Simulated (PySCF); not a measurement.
# C$_{5}$H$_{9}$F (SMILES CCC1(F)CC1): what the fields show

```xyz
15

C     1.9357   -0.3576    0.2151
C     0.7474    0.5448    0.5390
C    -0.3885    0.3336   -0.4317
F    -0.0533    0.7565   -1.6994
C    -1.2886   -0.8573   -0.3650
C    -1.8232    0.5167   -0.0541
H     1.6494   -1.4043    0.2892
H     2.7532   -0.1690    0.9062
H     2.2842   -0.1662   -0.7968
H     1.0580    1.5915    0.4898
H     0.3835    0.3421    1.5472
H    -1.5882   -1.3134   -1.2954
H    -1.1461   -1.5553    0.4452
H    -2.0529    0.7696    0.9693
H    -2.4750    0.9766   -0.7805
```

Geometry: GFN2-xTB, NEB image 0 of 0 to 8.

Theory: PBE0/pcSseg-1, SCF density, gas phase, non-relativistic in PySCF.

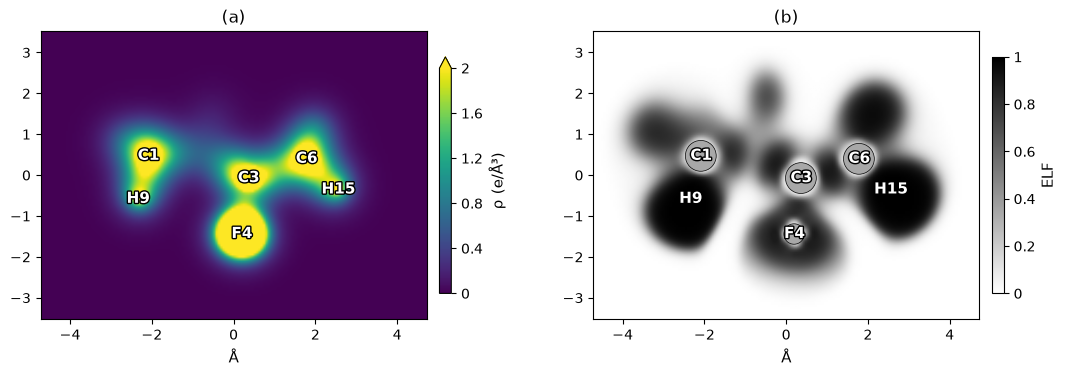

Figure 1. (a) total electron density; (b) ELF on the plane of atoms F4, C3 and C6. Grey discs cover the atomic cores in the ELF map.

> Interpret the plot.

- Atoms in the plane: C, F and H.
- C–F (1.38 Å): ρ is about 2.1 e/Å³ halfway, with its minimum of 1.6 e/Å³ about 0.5 Å from C; the ELF peaks at about 0.85 between the atoms, as expected for a polar covalent bond.
- C–C (1.49 Å): ρ is about 1.7 e/Å³ halfway; the ELF peaks at about 0.90 between the atoms; a covalent bond.
- C–H (1.09 Å): ρ is about 2 e/Å³ halfway; the ELF climbs to about 1 towards the hydrogen, as it does in any bond to H; an ordinary covalent bond to hydrogen.
- The ELF also peaks beside F4, away from the bonds: lone-pair regions.

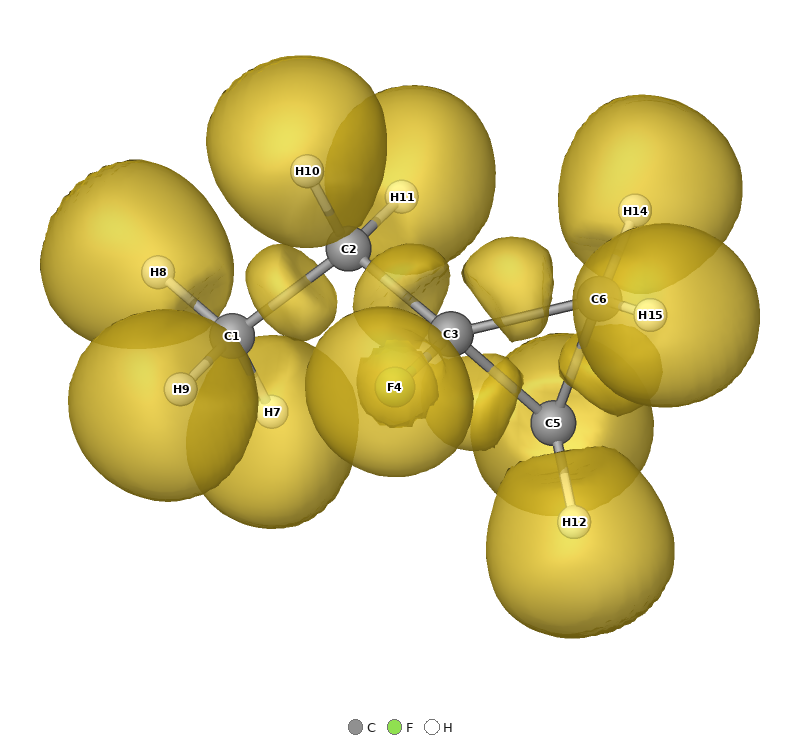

Figure 2. Isosurface of the ELF at 0.75 (yellow), seen at a tilt. Core shells and regions of very low density are left out.

> What do the ELF domains correspond to?

The ELF exceeds this value in five regions between bonded C–C atoms (shared pairs), nine regions around hydrogen nuclei and one region on F in which the atom's valence shell and bonds are merged.

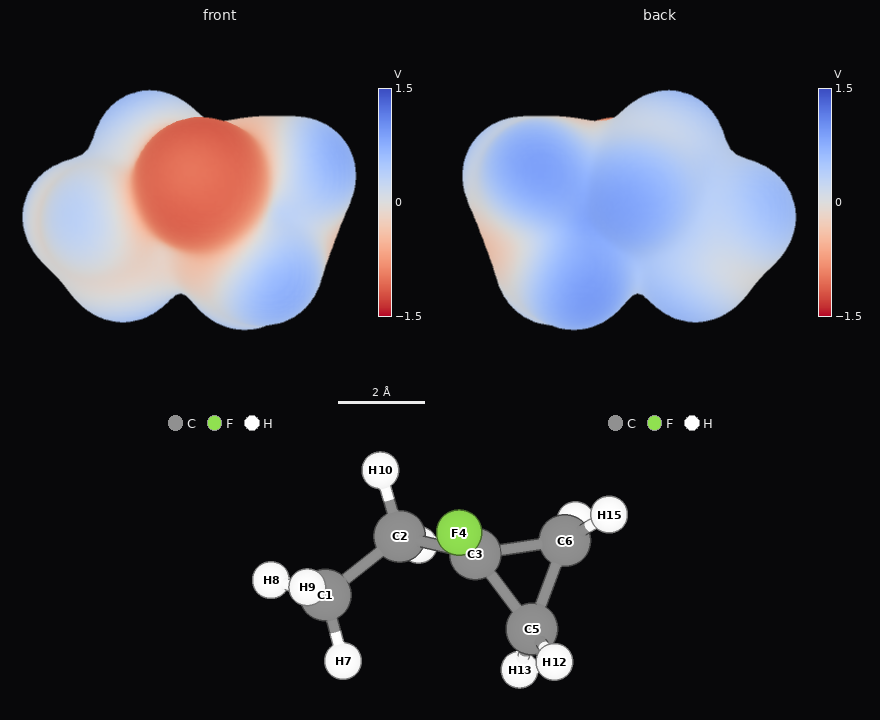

Figure 3. The electrostatic potential painted on the density surface at 0.002 e/bohr³, seen from the front and from behind; red is negative and blue positive. The bare structure is drawn below in the same view.

> Where is the surface potential most negative and most positive?

The most negative region (about −1.1 V) lies over F4, the most positive (about +0.9 V) over H11, H13 and H14.

> How polar is the molecule by this calculation?

Its dipole moment is 1.68 D.
